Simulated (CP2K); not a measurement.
Band structure of CoSi2 (Fm-3m, 3 atoms in the cell).

```
CELL_PARAMETERS angstrom
      3.82211     0.00000     0.00000
      1.91106     3.31005     0.00000
      1.91106     1.10335     3.12074
ATOMIC_POSITIONS crystal
  Co 0.00000 0.00000 0.00000
  Si 0.75000 0.75000 0.75000
  Si 0.25000 0.25000 0.25000
```

Level of theory: PBE, GPW, DZVP-MOLOPT-SR-GTH basis, GTH-PBE potentials (GTH_POTENTIALS) (CP2K).

Settings: CUTOFF = 600 Ry; REL_CUTOFF = 50 Ry; SMEAR/METHOD = FERMI_DIRAC; ELECTRONIC_TEMPERATURE = 1578.21 K; KPOINTS/SCHEME = MONKHORST-PACK 9 9 9; XC_FUNCTIONAL = PBE; Co/BASIS_SET = DZVP-MOLOPT-SR-GTH-q17; Co/POTENTIAL = GTH-PBE-q17; Si/BASIS_SET = DZVP-MOLOPT-SR-GTH-q4; Si/POTENTIAL = GTH-PBE-q4; METHOD = GPW; EPS_DEFAULT = 1e-10; EXTRAPOLATION = USE_GUESS; NGRIDS = 5.

The starting cell comes from a database of computed structures (which also holds hypothetical and non-ambient phases and stackings), without a prior relaxation at this level. Its lattice was rescaled by a random factor within 2.5 % of one. Spin polarisation is off. Values carry the incompleteness of an atom-centred basis.

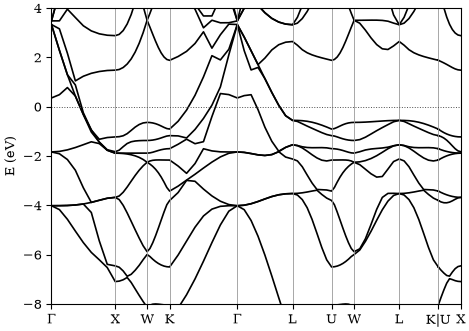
*Bands along the path, energies from the Fermi level.*

Levels in eV from the Fermi level, bands 10 to 15:
```json
[
 {"point": "Γ", "10": "-1.83", "11": "0.36", "12": "3.33", "13": "3.33", "14": "3.33", "15": "3.48"},
 {"point": "X", "10": "-1.88", "11": "-1.88", "12": "-1.82", "13": "-1.22", "14": "1.49", "15": "2.88"},
 {"point": "W", "10": "-2.25", "11": "-1.88", "12": "-1.37", "13": "-0.63", "14": "3.51", "15": "3.51"},
 {"point": "K", "10": "-2.16", "11": "-1.70", "12": "-1.17", "13": "-0.90", "14": "1.88", "15": "4.97"},
 {"point": "L", "10": "-1.54", "11": "-1.54", "12": "-0.55", "13": "-0.55", "14": "2.65", "15": "3.33"},
 {"point": "U", "10": "-2.16", "11": "-1.70", "12": "-1.17", "13": "-0.90", "14": "1.88", "15": "4.97"}
]
```

Bands cross the Fermi level along this path, so the cell is metallic at this level.

Higher empty bands are left out: an atom-centred basis made for the valence describes them poorly.
